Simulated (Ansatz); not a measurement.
**NO (nitric oxide): UPBE-QIDH/def2-TZVPPD**

Aim: the energy change on altering one bond length of NO (nitric oxide) at UPBE-QIDH/def2-TZVPPD, from 2 runs. 

The results are computed with Ansatz 0.2.0.

37 further runs of the same task are left out: 37 set aside as unsound or not needed.

### Step 1. The molecule

NO: 2 atoms, total charge 0, spin state doublet. As SMILES, `[N]=O`. Geometry: relaxed at PBE0-D4/def2-TZVP.

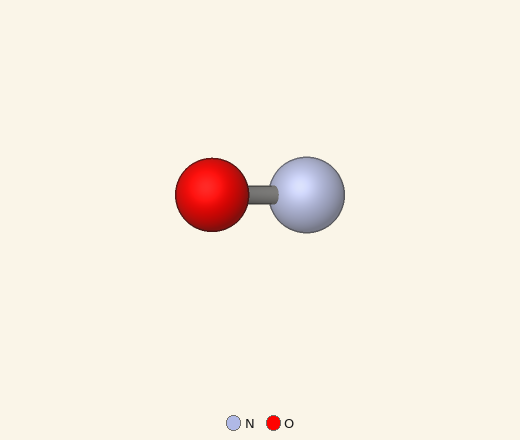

The structure, seen from a chosen angle (nitrogen light blue, oxygen red).

### Step 2. The energy at UPBE-QIDH/def2-TZVPPD

The input, molecule.yaml:

```yaml
basis:
  gaussian:
    orbitals: def2-TZVPPD.json
crystal:
  periodic: [false, false, false]
  atoms:
    - {symbol: N, position_ang: [-0.483620, 0.177030, -0.243990]}
    - {symbol: O, position_ang: [0.483620, -0.177030, 0.243990]}
magnetization:
  spin_polarized: true
  initial_magnetization: 1
hamiltonian:
  xc: {name: PBE-QIDH}
correlation:
  frozen_orbitals: {"N": 1, O: 1}
accuracy: high
output: {orbitals: {seedname: orbitals}}
```

The basis set def2-TZVPPD is read from a file made from the Basis Set Exchange's data (not shown).

On the command line:

```
$ ansatz run molecule.yaml --threads 1 --pin off --max-ram 3480MiB --events-out events.jsonl --progress --plain --runs-dir runs
```

Output:

```text
Warning: RAYON_NUM_THREADS=1 ignored (pool sized by the plan → 1); use --threads N
Functional definition: PBE-QIDH
  name "PBE-QIDH"
  parameter a = 3^(-1/3)
  parameter c = 1/3
  exchange = (1 - a)*pbe_x + a*exact_x
  correlation = (1 - c)*pbe_c + c*(mp2_os + mp2_ss)
1070 factors; integrals over basis functions are off by at most 3.5e-9 eV
mean field evaluation 1: about -3527.0779 eV, gradient 1.1e1 eV
mean field evaluation 2: about -3527.0794 eV, gradient 1.1e1 eV
mean field evaluation 4: about -3527.4892 eV, gradient 3.1e0 eV
mean field evaluation 8: about -3527.5277 eV, gradient 1.4e-1 eV
mean field evaluation 16: about -3527.5292 eV, gradient 1.9e-4 eV
mean field -3527.52922097 eV, -129.6343078254 hartree, gradient 1.9e-8 eV, S^2 0.759182; 0 other end points of the search recorded, 0 dependent functions left out
2 core orbitals not correlated: weight in the atoms' cores, before any rotation towards them, 1.000 or more for the frozen orbitals, at most 0.000 for the correlated occupied ones
reference -3527.52922202 eV, -129.6343078642 hartree; 6, 5 occupied and 69, 70 virtual orbitals, 1070 factors
second order -12.28740024 eV of doubles, -0.00000000 eV of singles
Total energy: -3531.62502210 eV, -129.7848257409 hartree
```

Run time: 3.3 s. Hardware: 1 thread of Arm Neoverse V1, shared host; peak memory 0.15 GiB.

### Step 3. The distorted shape, same level

The input, run.yaml:

```yaml
crystal:
  periodic: [false, false, false]
  atoms:
    - {symbol: "N", position_ang: [-1.257450, 0.460292, -0.634393]}
    - {symbol: O, position_ang: [0.483620, -0.177030, 0.243990]}
basis:
  gaussian:
    orbitals: def2-TZVPPD.json
total_charge: 0
magnetization:
  spin_polarized: true
  initial_magnetization: 1
hamiltonian:
  xc: {name: PBE-QIDH}
correlation:
  frozen_orbitals: {"N": 1, O: 1}
accuracy: high
output:
  orbitals: {seedname: orbitals}
```

The basis set def2-TZVPPD is read from a file made from the Basis Set Exchange's data (not shown).

On the command line:

```
$ ansatz run run.yaml --threads 1 --pin off --max-ram 3480MiB --events-out events.jsonl --progress --plain --runs-dir runs
```

Output (excerpt; [...] marks lines left out):

```text
Warning: RAYON_NUM_THREADS=1 ignored (pool sized by the plan → 1); use --threads N
Functional definition: PBE-QIDH
  name "PBE-QIDH"
[...]
1034 factors; integrals over basis functions are off by at most 3.6e-9 eV
[...]
mean field -3522.96166826 eV, -129.4664533593 hartree, gradient 2.6e-8 eV, S^2 2.559918; 6 other end points of the search recorded, 0 dependent functions left out
2 core orbitals not correlated: weight in the atoms' cores, before any rotation towards them, 1.000 or more for the frozen orbitals, at most 0.000 for the correlated occupied ones
reference -3522.96166946 eV, -129.4664534033 hartree; 6, 5 occupied and 69, 70 virtual orbitals, 1034 factors
second order -7.65813522 eV of doubles, -0.00000000 eV of singles
Total energy: -3525.51438120 eV, -129.5602638295 hartree
```

It took 9.6 s on 1 thread of Arm Neoverse V1, shared host; peak memory 0.18 GiB.

### Step 4. Results

At UPBE-QIDH/def2-TZVPPD, 2 core orbitals frozen:

| quantity | value |
| --- | --- |
| first shape: total energy | -129.78483 Eh |
| first shape: HOMO energy (SCF part's orbitals) (highest over α and β) | -9.54 eV |
| first shape: LUMO energy (SCF part's orbitals) (lowest over α and β) | 0.13 eV |
| first shape: ⟨S²⟩ | 0.759 |
| distorted shape: total energy | -129.56026 Eh |
| distorted shape: HOMO energy (SCF part's orbitals) (highest over α and β) | -12.26 eV |
| distorted shape: LUMO energy (SCF part's orbitals) (lowest over α and β) | -0.46 eV |
| distorted shape: ⟨S²⟩ | 2.560 |
| energy change with the N1–O2 bond stretched from 1.140 to 2.052 Å | 6.111 eV |

In words: With the N1–O2 bond stretched from 1.140 to 2.052 Å the energy rises by 6.11 eV (590 kJ/mol). The first shape isn't relaxed at this level, so the change isn't measured from a minimum. ⟨S²⟩ (distorted shape) is 2.56 where a pure doublet has 0.75: the reference is spin-contaminated.
